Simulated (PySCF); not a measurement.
# [PbBr3]+: other spin states, a change of charge and excitations

Aim: at the relaxed geometry of [PbBr3]+, try other spin states, a change of charge and excitations. The species was built from a template and needn't be a known compound.

Computed with PySCF 2.14.0. Level: PBE0, Pb def2-SVP with ECP60, Br def2-SVP; scalar-relativistic core potentials, no spin–orbit coupling.

2 further runs of the same task are left out: 2 for a known fault of the program.

## (1) The starting structure

4 atoms, charge 1, spin multiplicity 1.

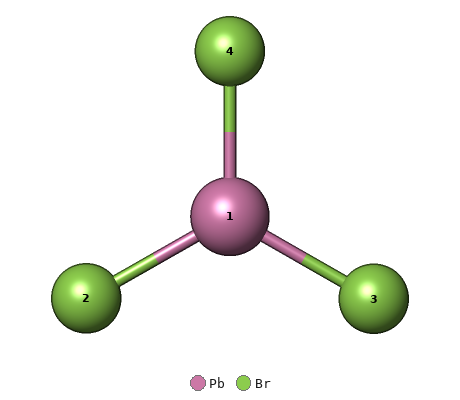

The structure; lead pink, bromine green; atoms are numbered from 1 in the order of the file.

As a file:

```xyz
4

Pb    0.17807    0.00000    0.00000
Br   -1.06446    0.00000    2.16957
Br   -1.06446    0.00000   -2.16957
Br    2.67952    0.00000    0.00000
```

Formal oxidation states: Pb +4. An earlier session relaxed this geometry at PBE0, Pb def2-SVP with ECP60, Br def2-SVP (singlet, point group D3h).

Its energy there is -7913.291017 Eh.

## (2) Multiplicity 3 at the relaxed geometry

Input file run.py (the lines that set the calculation):

```python
mol = gto.M(atom='''
Pb     0.17807     0.00000     0.00000
Br    -1.06446     0.00000     2.16957
Br    -1.06446     0.00000    -2.16957
Br     2.67952     0.00000     0.00000''',
    basis={'Pb': 'def2-SVP', 'Br': 'def2-SVP'},
    ecp={'Pb': 'def2-SVP'},
    charge=1, spin=2)
mf = dft.UKS(mol, xc='PBE0')
mf.grids.atom_grid = (50, 194)
mf = mf.density_fit()  # fitting sets: Pb def2-universal-JKFIT, Br def2-universal-JKFIT
mf.conv_tol = 1e-08; mf.max_cycle = 55
mf.kernel(dm0)  # dm0: free metal ions and neutral atoms
```

Command:

```sh
OMP_NUM_THREADS=2 python run.py
```

Log:

```text
init E= -7955.35549743786
cycle= 1 E= -7912.21748453309  delta_E= 43.1  |g|= 1.96  |ddm|= 2.98
cycle= 2 E= -7911.913312902  delta_E= 0.304  |g|= 1.87  |ddm|= 3.64
cycle= 3 E= -7913.17173420009  delta_E= -1.26  |g|= 0.247  |ddm|= 2.42
cycle= 4 E= -7913.15073988236  delta_E= 0.021  |g|= 0.275  |ddm|= 0.88
cycle= 5 E= -7913.19084181997  delta_E= -0.0401  |g|= 0.169  |ddm|= 0.838
cycle= 6 E= -7913.21440297186  delta_E= -0.0236  |g|= 0.0225  |ddm|= 0.371
cycle= 7 E= -7913.214868011  delta_E= -0.000465  |g|= 0.0073  |ddm|= 0.0631
cycle= 8 E= -7913.21492055898  delta_E= -5.25e-05  |g|= 0.00472  |ddm|= 0.0278
cycle= 9 E= -7913.2149400995  delta_E= -1.95e-05  |g|= 0.00196  |ddm|= 0.00817
cycle= 10 E= -7913.21494296194  delta_E= -2.86e-06  |g|= 0.00101  |ddm|= 0.00327
cycle= 11 E= -7913.21494371368  delta_E= -7.52e-07  |g|= 0.000546  |ddm|= 0.00181
cycle= 12 E= -7913.21494392308  delta_E= -2.09e-07  |g|= 0.000378  |ddm|= 0.00119
cycle= 13 E= -7913.21494402663  delta_E= -1.04e-07  |g|= 0.000305  |ddm|= 0.00114
cycle= 14 E= -7913.21494418673  delta_E= -1.6e-07  |g|= 0.000104  |ddm|= 0.00263
cycle= 15 E= -7913.21494421022  delta_E= -2.35e-08  |g|= 1.51e-05  |ddm|= 0.00131
cycle= 16 E= -7913.2149442104  delta_E= -1.86e-10  |g|= 1.89e-05  |ddm|= 0.000143
Extra cycle  E= -7913.21494420472  delta_E= 5.69e-09  |g|= 8.36e-05  |ddm|= 0.000205
converged SCF energy = -7913.21494420472  <S^2> = 2.0091055  2S+1 = 3.0060642
```

Wall time 9.5 s (2 threads of Arm Neoverse V1, shared host).

It gives: E = -7913.214944 Eh (+2.070 eV from the relaxed state), HOMO -11.80 eV, LUMO -12.32 eV (over both spins), ⟨S²⟩ = 2.009, Mulliken charge on Pb1 +0.84 e. An empty level of one spin lies below a filled level of the other.

## (3) One electron removed, multiplicity 2

Changes to run.py (the lines that set the calculation) since step 2:

```diff
@@ -7,3 +7,3 @@
     ecp={'Pb': 'def2-SVP'},
-    charge=1, spin=2)
+    charge=2, spin=1)
 mf = dft.UKS(mol, xc='PBE0')
@@ -12,2 +12,2 @@
 mf.conv_tol = 1e-08; mf.max_cycle = 55
-mf.kernel(dm0)  # dm0: free metal ions and neutral atoms
+mf.kernel(dm0)  # dm0: the density of the relaxed state
```

Command:

```sh
OMP_NUM_THREADS=2 python run.py
```

Log:

```text
init E= -7913.29817681883
  HOMO = -0.512198798519  LUMO = -0.507760126579  gap/eV = 0.12078
cycle= 1 E= -7912.69825375253  delta_E=  0.6  |g|= 0.139  |ddm|= 0.829
  HOMO = -0.710429743717  LUMO = -0.674959482662  gap/eV = 0.96519
cycle= 2 E= -7912.70191325139  delta_E= -0.00366  |g|= 0.139  |ddm|= 0.454
  HOMO = -0.69176907579  LUMO = -0.654284216488  gap/eV = 1.02001
cycle= 3 E= -7912.69086228379  delta_E= 0.0111  |g|= 0.155  |ddm|= 0.442
  HOMO = -0.690529847919  LUMO = -0.653376503774  gap/eV = 1.01099
cycle= 4 E= -7912.70965968682  delta_E= -0.0188  |g|= 0.0429  |ddm|= 0.358
  HOMO = -0.688647646766  LUMO = -0.650371191927  gap/eV = 1.04156
cycle= 5 E= -7912.7111070258  delta_E= -0.00145  |g|= 0.00844  |ddm|= 0.0867
  HOMO = -0.688864634684  LUMO = -0.649791498313  gap/eV = 1.06323
cycle= 6 E= -7912.7111512194  delta_E= -4.42e-05  |g|= 0.00284  |ddm|= 0.0167
  HOMO = -0.688894528037  LUMO = -0.649598540294  gap/eV = 1.06930
cycle= 7 E= -7912.7111576322  delta_E= -6.41e-06  |g|= 0.000331  |ddm|= 0.00549
  HOMO = -0.68886874917  LUMO = -0.649585980453  gap/eV = 1.06894
cycle= 8 E= -7912.71115777996  delta_E= -1.48e-07  |g|= 0.000106  |ddm|= 0.00103
  HOMO = -0.688865257591  LUMO = -0.649588112601  gap/eV = 1.06879
cycle= 9 E= -7912.71115780194  delta_E= -2.2e-08  |g|= 3.72e-05  |ddm|= 0.000412
  HOMO = -0.688860051033  LUMO = -0.649587201623  gap/eV = 1.06867
cycle= 10 E= -7912.71115780945  delta_E= -7.51e-09  |g|= 2.49e-05  |ddm|= 0.000293
  HOMO = -0.688854955888  LUMO = -0.649586841715  gap/eV = 1.06854
Extra cycle  E= -7912.71115780917  delta_E= 2.71e-10  |g|= 5.93e-05  |ddm|= 0.000195
converged SCF energy = -7912.71115780917  <S^2> = 0.75439795  2S+1 = 2.0043931
```

It took 6.4 s on 2 threads of Arm Neoverse V1, shared host.

Result: E = -7912.711158 Eh (+15.779 eV from the relaxed state), HOMO -18.74 eV, LUMO -17.68 eV (over both spins), ⟨S²⟩ = 0.754, Mulliken charge on Pb1 +1.02 e. 

## (4) One electron added, multiplicity 2

Changes to run.py (the lines that set the calculation) since step 3:

```diff
@@ -7,3 +7,3 @@
     ecp={'Pb': 'def2-SVP'},
-    charge=2, spin=1)
+    charge=0, spin=1)
 mf = dft.UKS(mol, xc='PBE0')
```

Command:

```sh
OMP_NUM_THREADS=2 python run.py
```

Log:

```text
init E= -7913.29795307995
  HOMO = -0.378567242041  LUMO = -0.375183685121  gap/eV = 0.09207
cycle= 1 E= -7913.58315658389  delta_E= -0.285  |g|= 0.149  |ddm|= 1.69
  HOMO = -0.207600207432  LUMO = -0.137740775465  gap/eV = 1.90097
cycle= 2 E= -7913.59156342999  delta_E= -0.00841  |g|= 0.128  |ddm|= 0.556
  HOMO = -0.233836249782  LUMO = -0.162347266212  gap/eV = 1.94531
cycle= 3 E= -7913.59863387458  delta_E= -0.00707  |g|= 0.0206  |ddm|= 0.205
  HOMO = -0.237720783095  LUMO = -0.164871073823  gap/eV = 1.98234
cycle= 4 E= -7913.59881563489  delta_E= -0.000182  |g|= 0.0148  |ddm|= 0.0498
  HOMO = -0.238802015261  LUMO = -0.165435748487  gap/eV = 1.99640
cycle= 5 E= -7913.59893762562  delta_E= -0.000122  |g|= 0.00159  |ddm|= 0.0221
  HOMO = -0.238962936731  LUMO = -0.165086935035  gap/eV = 2.01027
cycle= 6 E= -7913.59894020996  delta_E= -2.58e-06  |g|= 0.000473  |ddm|= 0.00391
  HOMO = -0.238959214715  LUMO = -0.164979241187  gap/eV = 2.01310
cycle= 7 E= -7913.59894045601  delta_E= -2.46e-07  |g|= 5.26e-05  |ddm|= 0.00112
  HOMO = -0.238964346818  LUMO = -0.164970300955  gap/eV = 2.01348
cycle= 8 E= -7913.59894046075  delta_E= -4.75e-09  |g|= 2.72e-05  |ddm|= 0.00021
  HOMO = -0.238964667052  LUMO = -0.16497056674  gap/eV = 2.01348
Extra cycle  E= -7913.59894046046  delta_E= 2.91e-10  |g|= 3.84e-05  |ddm|= 0.000103
converged SCF energy = -7913.59894046046  <S^2> = 0.75513771  2S+1 = 2.0051311
```

It took 5.5 s on 2 threads of Arm Neoverse V1, shared host.

It gives: E = -7913.598940 Eh (-8.379 eV from the relaxed state), HOMO -6.50 eV, LUMO -4.49 eV (over both spins), ⟨S²⟩ = 0.755, Mulliken charge on Pb1 +0.76 e. 

## (5) Singlet excitations, Tamm-Dancoff B3LYP

Changes to run.py (the lines that set the calculation) since step 4:

```diff
@@ -7,4 +7,4 @@
     ecp={'Pb': 'def2-SVP'},
-    charge=0, spin=1)
-mf = dft.UKS(mol, xc='PBE0')
+    charge=1, spin=0)
+mf = dft.RKS(mol, xc='B3LYP')
 mf.grids.atom_grid = (50, 194)
```

Command:

```sh
OMP_NUM_THREADS=2 python run.py
```

Log:

```text
init E= -7914.32988577643
  HOMO = -0.497929562802881  LUMO = -0.381722258084693  gap/eV = 3.16216
cycle= 1 E= -7914.330870683  delta_E= -0.000985  |g|= 0.0311  |ddm|= 0.155
  HOMO = -0.497076008428195  LUMO = -0.381094612742821  gap/eV = 3.15601
cycle= 2 E= -7914.33091077778  delta_E= -4.01e-05  |g|= 0.0192  |ddm|= 0.0207
  HOMO = -0.497009124306608  LUMO = -0.38089126757167  gap/eV = 3.15973
cycle= 3 E= -7914.33093326116  delta_E= -2.25e-05  |g|= 0.00154  |ddm|= 0.00862
  HOMO = -0.497184900090559  LUMO = -0.381142615162787  gap/eV = 3.15767
cycle= 4 E= -7914.33093380153  delta_E= -5.4e-07  |g|= 0.000604  |ddm|= 0.00309
  HOMO = -0.497216221993927  LUMO = -0.381152914891508  gap/eV = 3.15824
cycle= 5 E= -7914.33093390521  delta_E= -1.04e-07  |g|= 0.000211  |ddm|= 0.00112
  HOMO = -0.497200113710729  LUMO = -0.381147853772198  gap/eV = 3.15794
cycle= 6 E= -7914.3309339188  delta_E= -1.36e-08  |g|= 2.21e-05  |ddm|= 0.00037
  HOMO = -0.497200506140335  LUMO = -0.381147095463049  gap/eV = 3.15797
cycle= 7 E= -7914.33093391892  delta_E= -1.29e-10  |g|= 4.05e-06  |ddm|= 3.6e-05
  HOMO = -0.497200356375933  LUMO = -0.381146609340959  gap/eV = 3.15798
Extra cycle  E= -7914.33093391892  delta_E= 9.09e-12  |g|= 6.64e-06  |ddm|= 1.56e-05
converged SCF energy = -7914.33093391892
```

Run time: 60 s. Hardware: 2 threads of Arm Neoverse V1, shared host.

It gives: E = -7914.330934 Eh, HOMO -13.53 eV, LUMO -10.37 eV, Mulliken charge on Pb1 +0.88 e. 

Singlet excitations:

| state | energy (eV) | oscillator strength |
| --- | --- | --- |
| 1 | 2.22 | 0.0000 |
| 2 | 2.36 | 0.0000 |
| 3 | 2.36 | 0.0000 |
| 4 | 2.51 | 0.0152 |
| 5 | 2.51 | 0.0152 |
| 6 | 3.00 | 0.0051 |
| 7 | 4.19 | 0.0000 |
| 8 | 4.34 | 0.0000 |

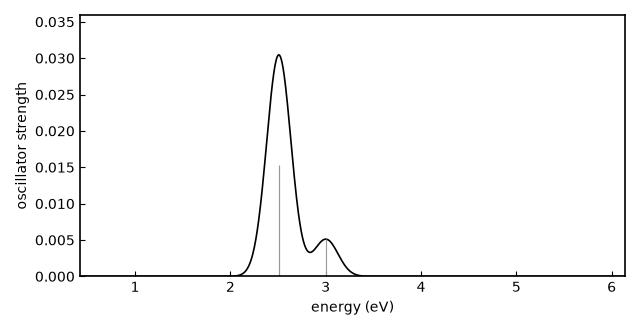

Absorption from the eight lowest singlets. Lines are broadened to a width of 0.30 eV (Gaussian).

## (6) The states side by side

| state | energy from the relaxed state (eV) | ⟨S²⟩ | time |
| --- | --- | --- | --- |
| charge +1, singlet, vacuum (relaxed) | 0 | 0.00 |  |
| charge 0, doublet, vacuum | -8.38 | 0.76 | 5.5 s |
| charge +1, triplet, vacuum | 2.07 | 2.01 | 9.5 s |
| charge +2, doublet, vacuum | 15.78 | 0.75 | 6.4 s |

An electron taken off or put on is at rest in vacuum. 

In the excitation run (B3LYP), the lowest singlet lies at 2.22 eV (gaps between orbitals at other levels can't be set against it), and the brightest of the eight at 2.51 eV (f = 0.015); spin–orbit coupling would mix in triplets. Removing an electron vertically costs 15.78 eV (doublet), against −HOMO = 13.88 eV. Adding an electron vertically releases 8.38 eV (doublet). The triplet lies 2.07 eV above at this geometry. These are double-zeta-type bases without diffuse functions. Spin–orbit coupling is left out.
